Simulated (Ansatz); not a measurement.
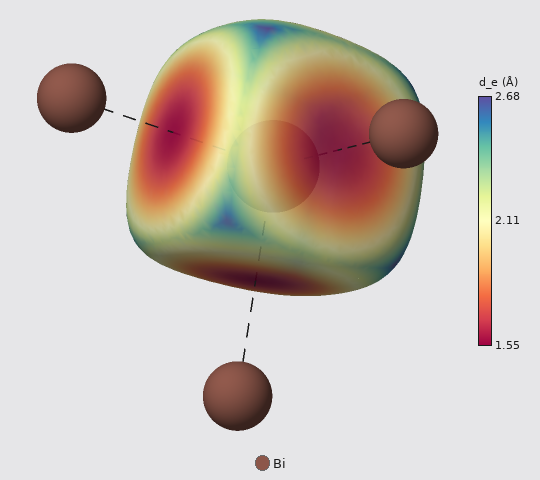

Hirshfeld surface computed for one Bi atom in Bi (R-3m), coloured by d_e. Dashed lines lead to the closest neighbours outside.

The surface is where the fragment's share of the procrystal density (the sum of the densities of spherically averaged neutral Hartree-Fock atoms) equals one half. d_i and d_e are the distances from the surface to the nearest nucleus inside and outside. From Rb on the atoms have core potentials, so only their outer electrons count.

Origin of the cell: coordinates from a relaxation with DFT PBEsol, scalar-relativistic, plane waves, PAW in Ansatz 0.2.0.

Space group R-3m:H (No. 166). a = 4.525 Å, b = 4.525 Å, c = 11.682 Å, α = 90.00°, β = 90.00°, γ = 120.00°
```
atom  site  symmetry       x       y       z
  Bi    6c        3m  0.0000  0.0000  0.2365
```

What is the shortest distance from the fragment to an atom outside it?

Bi–Bi, 3.08 Å.

How is the surface shared among contacts (nearest atom inside ··· nearest atom outside)?

Bi···Bi 100 %. The surface faces 6 neighbours with more than 2 % of its area each: 6 Bi.

Give the size and shape of the surface.

It encloses about 27.3 Å³, has an area of about 46 Å² and a globularity of 0.96 (1 for a sphere).
